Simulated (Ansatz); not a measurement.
# Cl− with N₂: superposition error and deformation

Aim: split the binding of a pair into the counterpoise interaction, the basis-set superposition error and the cost of deforming the fragments.

Program: Ansatz 0.2.0, Gaussian basis. Level of theory: PBE0-D4 structures, single points in def2-TZVPPD. These are calculated values, not measurements.

Levels: PBE-D4, revPBE-D4, BLYP-D4, r2SCAN-D4, B97M-V, PBE0-D4, B3LYP-D4, HSE06-D4, wB97X-V, wB97M-V, B2PLYP, Hartree-Fock, MP2, CCSD, CCSD(T).

Cores are frozen in the correlated methods. B3LYP uses VWN-RPA correlation. B2PLYP carries no dispersion term here.

129 further runs of the same task are left out: 129 set aside as unsound or not needed.

### Step 1. The starting structure

The relaxed pair: 3 atoms, charge -1, spin multiplicity 1.

Atoms are counted from 1 here; the program's logs count them from 0.

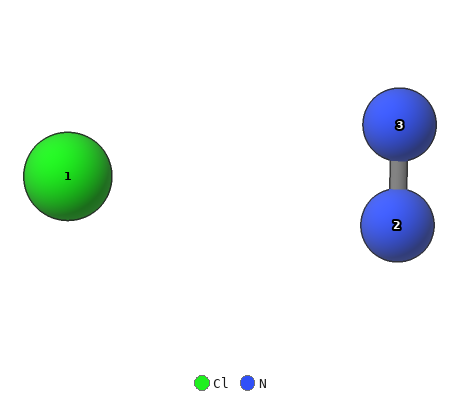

The starting geometry (chlorine green, nitrogen blue); atoms are numbered from 1 in the order of the file.

Geometry (Å):

```xyz
3

Cl    0.0365    0.0248   -2.3859
N    -0.4685   -0.3179    1.1697
N     0.4320    0.2932    1.2163
```

Atoms 1 to 1 are fragment A (Cl−), the rest fragment B (N₂). From earlier runs, pair energy (eV) and counterpoise interaction (kJ/mol):

| method | E(pair) | interaction |
| --- | --- | --- |
| PBE-D4 | -15498.25609 | -10.48 |
| revPBE-D4 | -15503.76223 | -9.83 |
| BLYP-D4 | -15506.37263 | -8.93 |
| r2SCAN-D4 | -15504.14062 | -9.36 |
| B97M-V | -15502.88629 | -9.11 |
| PBE0-D4 | -15499.06311 | -9.37 |
| B3LYP-D4 | -15507.24452 | -8.84 |
| HSE06-D4 | -15498.70611 | -9.42 |
| wB97X-V | -15503.86720 | -8.95 |
| wB97M-V | -15505.47519 | -8.63 |
| B2PLYP | -15501.25173 | -6.51 |
| Hartree-Fock | -15471.19262 | -3.06 |
| MP2 | -15486.90672 | -8.46 |
| CCSD(T) | -15488.04446 | -7.76 |

First each fragment is run alone in its own basis, frozen in the shape it has in the pair (a, b).

### Step 2. wB97X-V/def2-TZVPPD

Contents of a/in.yaml:

```yaml
crystal:
  periodic: [false, false, false]
  atoms:
    - {symbol: Cl, position_ang: [0.036522, 0.024785, -2.385913]}
basis:
  gaussian: {orbitals: "def2-TZVPPD.json"}
total_charge: -1
hamiltonian: {xc: {name: wB97X-V}}
```

Contents of b/in.yaml:

```yaml
crystal:
  periodic: [false, false, false]
  atoms:
    - {symbol: N, position_ang: [-0.468508, -0.317866, 1.169734]}
    - {symbol: N, position_ang: [0.431987, 0.293181, 1.216279]}
basis:
  gaussian: {orbitals: "def2-TZVPPD.json"}
hamiltonian: {xc: {name: wB97X-V}}
```

The basis file named in the input lies beside it (Basis Set Exchange, JSON).

The same command starts each run, in its folder.

Started as:

```bash
> ansatz run in.yaml --threads 2 --pin off --events-out ev --progress --plain --max-ram 5222MiB
```

a printed:

```text
Functional definition: wB97X-V
  name "wB97X-V"
  cite "Mardirossian & Head-Gordon, Phys. Chem. Chem. Phys. 16, 9904 (2014) doi:10.1039/C3CP54374A"
  cite "Becke, J. Chem. Phys. 107, 8554 (1997) doi:10.1063/1.475007"
  cite "Vydrov & Van Voorhis, J. Chem. Phys. 133, 244103 (2010) doi:10.1063/1.3521275"
  parameter omega = 0.3/bohr
  parameter cx = 0.167
  parameter cx1 = 0.603
  parameter cx2 = 1.194
  parameter css0 = 0.556
  parameter css1 = -0.257
  parameter cos0 = 1.219
  parameter cos1 = -1.850
  parameter b = 6.0
  parameter c = 0.01
  exchange = spin_sum(e_x_unif_sr(omega)*poly(b97_u_x, 1 - cx, cx1, cx2)) + cx*exact_x_sr(omega) + exact_x_lr(omega)
  correlation = spin_sum(e_c_pw_same_spin*poly(b97_u_same, css0, css1))
      + integral(e_c_pw_opposite_spin*poly(b97_u_opposite, cos0, cos1)) + vv10(b, c)
327 factors; their error is unknown
60 factors; integrals over basis functions are off by at most 9.2e-5 eV
mean field evaluation 1: about -12522.3621 eV, gradient 1.9e1 eV
mean field evaluation 2: about -12522.7269 eV, gradient 1.4e1 eV
mean field evaluation 4: about -12523.0001 eV, gradient 4.6e-2 eV
mean field evaluation 8: about -12523.0240 eV, gradient 8.1e-4 eV
mean field -12523.02401890 eV, -460.2126442842 hartree, gradient 8.1e-6 eV, S^2 0.000000; 0 other end points of the search recorded, 0 dependent functions left out
reference -12523.02401757 eV, -460.2126442353 hartree; 9, 9 occupied and 42, 42 virtual orbitals, 327 factors
Total energy: -12523.02401757 eV, -460.2126442353 hartree
```

Log of b, cut to the lines that bear on the results:

```text
[... 5 set-up lines as earlier in the session ...]
[...]
      + integral(e_c_pw_opposite_spin*poly(b97_u_opposite, cos0, cos1)) + vv10(b, c)
358 factors; their error is unknown
78 factors; integrals over basis functions are off by at most 8.6e-5 eV
[...]
mean field -2980.74841045 eV, -109.5404836602 hartree, gradient 3.7e-5 eV, S^2 0.000000; 0 other end points of the search recorded, 0 dependent functions left out
reference -2980.74840930 eV, -109.5404836178 hartree; 7, 7 occupied and 67, 67 virtual orbitals, 358 factors
Total energy: -2980.74840930 eV, -109.5404836178 hartree
```

They took 0.25 s (a), 0.35 s (b) on 2 threads of Intel Xeon 6975P-C, shared host.

### Step 3. wB97M-V/def2-TZVPPD

The same edit goes into each in.yaml of step 2 (a, b):

```diff
-hamiltonian: {xc: {name: wB97X-V}}
+hamiltonian: {xc: {name: wB97M-V}}
```

Each run has its own folder and the same command.

Started as:

```bash
> ansatz run in.yaml --threads 2 --pin off --events-out ev --progress --plain --max-ram 5222MiB
```

Output in a, cut to the lines that bear on the results:

```text
Functional definition: wB97M-V
  name "wB97M-V"
  cite "Mardirossian & Head-Gordon, J. Chem. Phys. 144, 214110 (2016) doi:10.1063/1.4952647"
[... 2 set-up lines as earlier in the session ...]
  # Of w^i u^j: cxij and so on, Table III.
[...]
  gx(w, u) = 1 - cx + cx01*u + cx10*w
  gss(w, u) = css00 + css04*u^4 + css10*w + css20*w^2 + css43*w^4*u^3
  gos(w, u) = cos00 + cos10*w + (cos20 + cos21*u)*w^2 + (cos60 + cos61*u)*w^6
[...]
      + integral(e_c_pw_mod_opposite_spin*gos(b97_w_opposite, b97_u_opposite)) + vv10(b, c)
327 factors; their error is unknown
60 factors; integrals over basis functions are off by at most 9.2e-5 eV
[...]
mean field -12524.30685360 eV, -460.2597875899 hartree, gradient 4.6e-5 eV, S^2 0.000000; 0 other end points of the search recorded, 0 dependent functions left out
reference -12524.30688670 eV, -460.2597888060 hartree; 9, 9 occupied and 42, 42 virtual orbitals, 327 factors
Total energy: -12524.30688670 eV, -460.2597888060 hartree
```

b printed, cut to the lines that bear on the results:

```text
[... 5 set-up lines as earlier in the session ...]
  # Of w^i u^j: cxij and so on, Table III.
[...]
  gx(w, u) = 1 - cx + cx01*u + cx10*w
  gss(w, u) = css00 + css04*u^4 + css10*w + css20*w^2 + css43*w^4*u^3
  gos(w, u) = cos00 + cos10*w + (cos20 + cos21*u)*w^2 + (cos60 + cos61*u)*w^6
[...]
      + integral(e_c_pw_mod_opposite_spin*gos(b97_w_opposite, b97_u_opposite)) + vv10(b, c)
358 factors; their error is unknown
78 factors; integrals over basis functions are off by at most 8.6e-5 eV
[...]
mean field -2981.07707362 eV, -109.5525618089 hartree, gradient 1.2e-5 eV, S^2 0.000000; 0 other end points of the search recorded, 0 dependent functions left out
reference -2981.07710233 eV, -109.5525628641 hartree; 7, 7 occupied and 67, 67 virtual orbitals, 358 factors
Total energy: -2981.07710233 eV, -109.5525628641 hartree
```

Times: 0.3 s (a), 0.4 s (b) on 2 threads of Intel Xeon 6975P-C, shared host.

### Step 4. B2PLYP/def2-TZVPPD

The same edit goes into each in.yaml of step 3 (a, b):

```diff
-hamiltonian: {xc: {name: wB97M-V}}
+hamiltonian: {xc: {name: B2PLYP}}
```

The same command starts each run, in its folder.

Started as:

```bash
> ansatz run in.yaml --threads 2 --pin off --events-out ev --progress --plain --max-ram 5222MiB
```

Output in a, cut to the lines that bear on the results:

```text
Functional definition: B2PLYP
  name "B2PLYP"
  cite "Grimme, J. Chem. Phys. 124, 034108 (2006) doi:10.1063/1.2148954"
  cite "Becke, Phys. Rev. A 38, 3098 (1988) doi:10.1103/PhysRevA.38.3098"
  cite "Lee, Yang & Parr, Phys. Rev. B 37, 785 (1988) doi:10.1103/PhysRevB.37.785"
[...]
293 factors; integrals over basis functions are off by at most 1.6e-4 eV
[...]
mean field -12519.61027230 eV, -460.0871914103 hartree, gradient 5.8e-6 eV, S^2 0.000000; 0 other end points of the search recorded, 0 dependent functions left out
5 core orbitals not correlated: weight in the atoms' cores, before any rotation towards them, 1.000 or more for the frozen orbitals, at most 0.000 for the correlated occupied ones
reference -12519.61036088 eV, -460.0871946657 hartree; 4, 4 occupied and 42, 42 virtual orbitals, 293 factors
second order -6.74510282 eV of doubles, -0.00000000 eV of singles
Total energy: -12521.43153864 eV, -460.1541217140 hartree
```

b printed, cut to the lines that bear on the results:

```text
[... 5 set-up lines as earlier in the session ...]
[...]
478 factors; integrals over basis functions are off by at most 8.4e-4 eV
[...]
mean field -2976.36350977 eV, -109.3793415322 hartree, gradient 1.9e-6 eV, S^2 0.000000; 0 other end points of the search recorded, 0 dependent functions left out
2 core orbitals not correlated: weight in the atoms' cores, before any rotation towards them, 1.000 or more for the frozen orbitals, at most 0.000 for the correlated occupied ones
reference -2976.36359905 eV, -109.3793448135 hartree; 5, 5 occupied and 67, 67 virtual orbitals, 478 factors
second order -12.53627602 eV of doubles, -0.00000000 eV of singles
Total energy: -2979.74839358 eV, -109.5037337179 hartree
```

Times: 0.2 s (a), 0.3 s (b) on 2 threads of Intel Xeon 6975P-C, shared host.

### Step 5. B97M-V/def2-TZVPPD

The same edit goes into each in.yaml of step 4 (a, b):

```diff
-hamiltonian: {xc: {name: B2PLYP}}
+hamiltonian: {xc: {name: B97M-V}}
```

One command serves all of them, each in its own folder.

Started as:

```bash
> ansatz run in.yaml --threads 2 --pin off --events-out ev --progress --plain --max-ram 5222MiB
```

a printed, cut to the lines that bear on the results:

```text
Functional definition: B97M-V
  name "B97M-V"
  cite "Mardirossian & Head-Gordon, J. Chem. Phys. 142, 074111 (2015) doi:10.1063/1.4907719"
[... 2 set-up lines as earlier in the session ...]
  # Of w^i u^j: cxij and so on, Table III.
[...]
  gx(w, u) = cx00 + cx01*u + cx02*u^2 + (cx10 + cx11*u)*w
  gss(w, u) = css00 + css02*u^2 + css10*w + (css32*w^3 + css42*w^4)*u^2
  gos(w, u) = cos00 + cos01*u + cos03*u^3 + cos10*w + cos32*w^3*u^2
[...]
      + integral(e_c_pw_mod_opposite_spin*gos(b97_w_opposite, b97_u_opposite)) + vv10(b, c)
324 factors; their error is unknown
[...]
mean field -12521.66207109 eV, -460.1625936250 hartree, gradient 8.4e-5 eV, S^2 0.000000; 0 other end points of the search recorded, 0 dependent functions left out
reference -12521.66210999 eV, -460.1625950546 hartree; 9, 9 occupied and 42, 42 virtual orbitals, 324 factors
Total energy: -12521.66210999 eV, -460.1625950546 hartree
```

Log of b, cut to the lines that bear on the results:

```text
[... 5 set-up lines as earlier in the session ...]
  # Of w^i u^j: cxij and so on, Table III.
[...]
  gx(w, u) = cx00 + cx01*u + cx02*u^2 + (cx10 + cx11*u)*w
  gss(w, u) = css00 + css02*u^2 + css10*w + (css32*w^3 + css42*w^4)*u^2
  gos(w, u) = cos00 + cos01*u + cos03*u^3 + cos10*w + cos32*w^3*u^2
[...]
      + integral(e_c_pw_mod_opposite_spin*gos(b97_w_opposite, b97_u_opposite)) + vv10(b, c)
358 factors; their error is unknown
[...]
mean field -2981.12765852 eV, -109.5544207699 hartree, gradient 1.1e-6 eV, S^2 0.000000; 0 other end points of the search recorded, 0 dependent functions left out
reference -2981.12769335 eV, -109.5544220495 hartree; 7, 7 occupied and 67, 67 virtual orbitals, 358 factors
Total energy: -2981.12769335 eV, -109.5544220495 hartree
```

Wall times: 0.25 s (a), 0.4 s (b) on 2 threads of Intel Xeon 6975P-C, shared host.

### Step 6. CCSD(T)/def2-TZVPPD

Each input of step 5 (a, b) changes in the same lines:

```diff
-hamiltonian: {xc: {name: B97M-V}}
+correlation: {method: ccsd_t}
```

One command serves all of them, each in its own folder.

Started as:

```bash
> ansatz run in.yaml --threads 2 --pin off --events-out ev --progress --plain --max-ram 5222MiB
```

a printed, cut to the lines that bear on the results:

```text
Functional definition: HF
  name "HF"
  cite "Fock, Z. Phys. 61, 126 (1930) doi:10.1007/BF01340294"
  parent pbe
[...]
293 factors; integrals over basis functions are off by at most 1.6e-4 eV
[...]
mean field -12505.39286953 eV, -459.5647114954 hartree, gradient 8.0e-6 eV, S^2 0.000000; 0 other end points of the search recorded, 0 dependent functions left out
5 core orbitals not correlated: weight in the atoms' cores, before any rotation towards them, 1.000 or more for the frozen orbitals, at most 0.000 for the correlated occupied ones
reference -12505.39286953 eV, -459.5647114954 hartree; 4, 4 occupied and 42, 42 virtual orbitals, 293 factors
second order -5.54525689 eV of doubles, -0.00000000 eV of singles
cycle   1  -5.85548271 eV  change   -3.1e-1 eV  update   4.0e-2
[...]
cycle   8  -5.97235897 eV  change   -1.2e-6 eV  update   3.9e-6
perturbative correction -0.24425678 eV, -0.0089762710 hartree
Total energy: -12511.60948527 eV, -459.7931679102 hartree
```

Log of b, cut to the lines that bear on the results:

```text
[... 4 set-up lines as earlier in the session ...]
[...]
478 factors; integrals over basis functions are off by at most 8.4e-4 eV
[...]
mean field -2965.76692257 eV, -108.9899241355 hartree, gradient 6.9e-7 eV, S^2 0.000000; 0 other end points of the search recorded, 0 dependent functions left out
2 core orbitals not correlated: weight in the atoms' cores, before any rotation towards them, 1.000 or more for the frozen orbitals, at most 0.000 for the correlated occupied ones
reference -2965.76692257 eV, -108.9899241355 hartree; 5, 5 occupied and 67, 67 virtual orbitals, 478 factors
second order -10.10331388 eV of doubles, -0.00000000 eV of singles
cycle   1  -9.66140422 eV  change    4.4e-1 eV  update   8.1e-2
[...]
cycle   8  -10.07995461 eV  change   -7.3e-6 eV  update   6.6e-6
perturbative correction -0.49636333 eV, -0.0182410159 hartree
Total energy: -2976.34324051 eV, -109.3785966508 hartree
```

They took 0.2 s (a), 0.4 s (b) on 2 threads of Intel Xeon 6975P-C, shared host.

### Step 7. Relaxing N₂ alone

Contents of relax-b/in.yaml:

```yaml
crystal:
  periodic: [false, false, false]
  atoms:
    - {symbol: N, position_ang: [-0.468508, -0.317866, 1.169734]}
    - {symbol: N, position_ang: [0.431987, 0.293181, 1.216279]}
basis:
  gaussian: {orbitals: def2-TZVP}
hamiltonian: {xc: pbe0, dispersion: d4}
relax: {f_tol: 0.005, max_steps: 200}
```

Started as:

```bash
> ansatz run in.yaml --threads 2 --pin off --events-out ev --progress --plain --max-ram 5222MiB
```

What it wrote, cut to the lines that bear on the results:

```text
Functional definition: PBE0
  name "PBE0"
  cite "Adamo & Barone, J. Chem. Phys. 110, 6158 (1999) doi:10.1063/1.478522"
  cite "Perdew, Burke & Ernzerhof, Phys. Rev. Lett. 77, 3865 (1996) doi:10.1103/PhysRevLett.77.3865"
[... 1 set-up line as earlier in the session ...]
[...]
310 factors; their error is unknown
[...]
mean field -2978.18540203 eV, -109.4462948380 hartree, gradient 4.0e-6 eV, S^2 0.000000; 0 other end points of the search recorded, 0 dependent functions left out
[...]
reference -2978.18541775 eV, -109.4462954157 hartree; 7, 7 occupied and 55, 55 virtual orbitals, 310 factors
relax step   1: F+E_penalty+E_count = -2978.19339129 eV  Δ(F+E_penalty+E_count) = +0.000e0 eV  max|allowed force component| = 3.194e-2 eV/Å  Δτ_max = 0.0000 Å  (22 SCF iters, accepted)
[...]
relax step   2: F+E_penalty+E_count = -2978.19339582 eV  Δ(F+E_penalty+E_count) = -4.530e-6 eV  max|allowed force component| = 5.940e-3 eV/Å  Δτ_max = 0.0001 Å  (28 SCF iters, accepted)
[...]
relax step   3: F+E_penalty+E_count = -2978.19339598 eV  Δ(F+E_penalty+E_count) = -1.625e-7 eV  max|allowed force component| = 3.356e-6 eV/Å  Δτ_max = 0.0000 Å  (28 SCF iters, accepted)
310 factors; their error is unknown
[...]
mean field -2978.18540673 eV, -109.4462950107 hartree, gradient 4.7e-6 eV, S^2 0.000000; 1 other end points of the search recorded, 0 dependent functions left out
[...]
reference -2978.18542245 eV, -109.4462955884 hartree; 7, 7 occupied and 55, 55 virtual orbitals, 310 factors
Total energy: -2978.19341170 eV, -109.4465891880 hartree
Atom 0 at    -0.468608    -0.317934     1.169729 Å, force     0.000003     0.000002     0.000000 eV/Å
Atom 1 at     0.432087     0.293249     1.216284 Å, force    -0.000003    -0.000002    -0.000000 eV/Å
Dipole moment:     0.000000     0.000000     0.000000 e Å
```

Run time: 0.6 s. Hardware: 2 threads of Intel Xeon 6975P-C, shared host.

Relaxation path:

| step | energy from step 1 (eV) | largest force component (eV/Å) |
| --- | --- | --- |
| 1 | 0.0000 | 0.0319 |
| 2 | 0.0000 | 0.0059 |
| 3 | 0.0000 | 0.0000 |

The bond:

| bond | before (Å) | after (Å) | change (Å) |
| --- | --- | --- | --- |
| N1–N2 | 1.089 | 1.089 | +0.000 |

### Step 8. PBE-D4/def2-TZVPPD

Contents of free-b/in.yaml:

```yaml
crystal:
  periodic: [false, false, false]
  atoms:
    - {symbol: N, position_ang: [-0.468608, -0.317934, 1.169729]}
    - {symbol: N, position_ang: [0.432087, 0.293249, 1.216284]}
basis:
  gaussian: {orbitals: "def2-TZVPPD.json"}
hamiltonian: {xc: pbe, dispersion: d4}
```

Started as:

```bash
> ansatz run in.yaml --threads 2 --pin off --events-out ev --progress --plain --max-ram 5222MiB
```

What it wrote:

```text
Functional definition: PBE
  name "PBE"
[... 2 set-up lines as earlier in the session ...]
  parameter kappa = 0.804
  parameter beta = 0.06672455060314922
  exchange = pbe_x(kappa = kappa, mu = beta*pi^2/3)
  correlation = pbe_c(beta = beta)
358 factors; their error is unknown
mean field evaluation 1: about -2976.4695 eV, gradient 3.1e1 eV
mean field evaluation 2: about -2976.6201 eV, gradient 2.9e1 eV
mean field evaluation 4: about -2978.3507 eV, gradient 6.1e-2 eV
mean field evaluation 8: about -2978.3467 eV, gradient 4.9e-4 eV
mean field -2978.34674481 eV, -109.4522240760 hartree, gradient 2.2e-5 eV, S^2 0.000000; 0 other end points of the search recorded, 0 dependent functions left out
reference -2978.34676700 eV, -109.4522248912 hartree; 7, 7 occupied and 67, 67 virtual orbitals, 358 factors
Total energy: -2978.35665415 eV, -109.4525882372 hartree
```

It took 0.15 s on 2 threads of Intel Xeon 6975P-C, shared host.

### Step 9. r2SCAN-D4/def2-TZVPPD

free-b/in.yaml, as its differences from that of step 8:

```diff
@@ -7,2 +7,2 @@
   gaussian: {orbitals: "def2-TZVPPD.json"}
-hamiltonian: {xc: pbe, dispersion: d4}
+hamiltonian: {xc: r2scan, dispersion: d4}
```

Started as:

```bash
> ansatz run in.yaml --threads 2 --pin off --events-out ev --progress --plain --max-ram 5222MiB
```

What it wrote:

```text
Functional definition: r2SCAN
  name "r2SCAN"
  cite "Furness, Kaplan, Ning, Perdew & Sun, J. Phys. Chem. Lett. 11, 8208 (2020) doi:10.1021/acs.jpclett.0c02405"
  cite "Furness, Kaplan, Ning, Perdew & Sun, J. Phys. Chem. Lett. 11, 9248 (2020) doi:10.1021/acs.jpclett.0c03077"
  parent r2scan
  parameter k0 = 0.174
  parameter k1 = 0.065
  parameter a1 = 4.9479
  exchange = r2scan_x(k0 = k0, k1 = k1, a1 = a1)
  correlation = r2scan_c
358 factors; their error is unknown
mean field evaluation 1: about -2978.6017 eV, gradient 2.8e1 eV
mean field evaluation 2: about -2979.1936 eV, gradient 2.1e1 eV
mean field evaluation 4: about -2979.9872 eV, gradient 8.0e-2 eV
mean field evaluation 8: about -2979.9869 eV, gradient 6.2e-4 eV
mean field -2979.98686873 eV, -109.5124975180 hartree, gradient 3.0e-6 eV, S^2 0.000000; 0 other end points of the search recorded, 0 dependent functions left out
reference -2979.98687497 eV, -109.5124977475 hartree; 7, 7 occupied and 67, 67 virtual orbitals, 358 factors
Total energy: -2979.98909175 eV, -109.5125792128 hartree
```

It took 0.35 s on 2 threads of Intel Xeon 6975P-C, shared host.

### Step 10. PBE0-D4/def2-TZVPPD

free-b/in.yaml, as its differences from that of step 9:

```diff
@@ -7,2 +7,3 @@
   gaussian: {orbitals: "def2-TZVPPD.json"}
-hamiltonian: {xc: r2scan, dispersion: d4}
+hamiltonian: {xc: pbe0, dispersion: d4}
+output: {orbitals: {seedname: orbitals}}
```

Started as:

```bash
> ansatz run in.yaml --threads 2 --pin off --events-out ev --progress --plain --max-ram 5222MiB
```

What it wrote, cut to the lines that bear on the results:

```text
[... 5 set-up lines as earlier in the session ...]
  parameter a = 0.25
[... 2 set-up lines as earlier in the session ...]
  exchange = (1 - a)*pbe_x(kappa = kappa, mu = beta*pi^2/3) + a*exact_x
[... 1 set-up line as earlier in the session ...]
358 factors; their error is unknown
mean field evaluation 1: about -2977.2238 eV, gradient 2.3e1 eV
mean field evaluation 2: about -2977.7499 eV, gradient 1.5e1 eV
mean field evaluation 4: about -2978.1848 eV, gradient 6.3e-2 eV
mean field evaluation 8: about -2978.1995 eV, gradient 9.8e-4 eV
mean field -2978.19948980 eV, -109.4468125539 hartree, gradient 2.8e-6 eV, S^2 0.000000; 0 other end points of the search recorded, 0 dependent functions left out
reference -2978.19950515 eV, -109.4468131180 hartree; 7, 7 occupied and 67, 67 virtual orbitals, 358 factors
Total energy: -2978.20749440 eV, -109.4471067176 hartree
```

Wall time 0.2 s (2 threads of Intel Xeon 6975P-C, shared host).

### Step 11. B3LYP-D4/def2-TZVPPD

free-b/in.yaml, as its differences from that of step 10:

```diff
@@ -7,3 +7,2 @@
   gaussian: {orbitals: "def2-TZVPPD.json"}
-hamiltonian: {xc: pbe0, dispersion: d4}
-output: {orbitals: {seedname: orbitals}}
+hamiltonian: {xc: {name: B3LYP}, dispersion: d4}
```

Started as:

```bash
> ansatz run in.yaml --threads 2 --pin off --events-out ev --progress --plain --max-ram 5222MiB
```

What it wrote:

```text
Functional definition: B3LYP
  name "B3LYP"
  cite "Stephens, Devlin, Chabalowski & Frisch, J. Phys. Chem. 98, 11623 (1994) doi:10.1021/j100096a001"
[... 2 set-up lines as earlier in the session ...]
  cite "Vosko, Wilk & Nusair, Can. J. Phys. 58, 1200 (1980) doi:10.1139/p80-159"
  parameter a0 = 0.2
  parameter ax = 0.72
  parameter ac = 0.81
  exchange = (1 - a0 - ax)*slater_x + ax*b88_x + a0*exact_x
  correlation = (1 - ac)*vwn_rpa_c + ac*lyp_c
358 factors; their error is unknown
mean field evaluation 1: about -2980.3914 eV, gradient 2.6e1 eV
mean field evaluation 2: about -2980.9047 eV, gradient 2.0e1 eV
mean field evaluation 4: about -2981.6436 eV, gradient 7.0e-2 eV
mean field evaluation 8: about -2981.6547 eV, gradient 6.1e-4 eV
mean field -2981.65473363 eV, -109.5737904226 hartree, gradient 1.7e-6 eV, S^2 0.000000; 0 other end points of the search recorded, 0 dependent functions left out
reference -2981.65486888 eV, -109.5737953932 hartree; 7, 7 occupied and 67, 67 virtual orbitals, 358 factors
Total energy: -2981.67089543 eV, -109.5743843578 hartree
```

Wall time 0.2 s (2 threads of Intel Xeon 6975P-C, shared host).

[end of part 1 of 2]
